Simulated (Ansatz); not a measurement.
Profile along the O–Mg line in MgO (rock salt)

MgO (rock salt)

Space group Fm-3m (No. 225); a = b = c = 4.208 Å, α = β = γ = 90.00°

| atom | site | symmetry | x | y | z |
|---|---|---|---|---|---|
| O | 4a | m-3m | 0.0000 | 0.0000 | 0.0000 |
| Mg | 4b | m-3m | 0.5000 | 0.5000 | 0.5000 |
(The calculation used a cell of 2 atoms; values per cell refer to that cell.)

Fields along a shortest O–Mg line of a {110} plane (2.10 Å), from O to Mg, interpolated on the slice's grid (step about 0.1 Å). Method: r2SCAN (plane waves to 500 eV, PAW, scalar-relativistic; Ansatz, a quantum-chemistry and plane-wave program). k mesh 13×13×13. These are valence fields of a PAW run, semicore shells included where kept as valence: close to a nucleus they are smooth pseudo fields. MgO was relaxed with its symmetry unable to fall. The PAW data are Ansatz's earlier set.

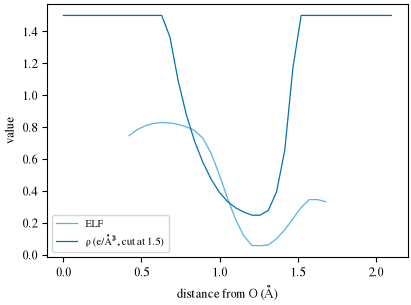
Figure. ELF (away from the nuclei) and valence density from O to Mg.

Density on the O–Mg line (2.10 Å) at its density minimum, 1.2 Å from O: 0.25 e/Å³. ELF at that point: 0.1. Character of the O–Mg contact (rough rule: ELF there above 0.7 covalent, below 0.2 ionic, polar between): closed-shell (ionic).
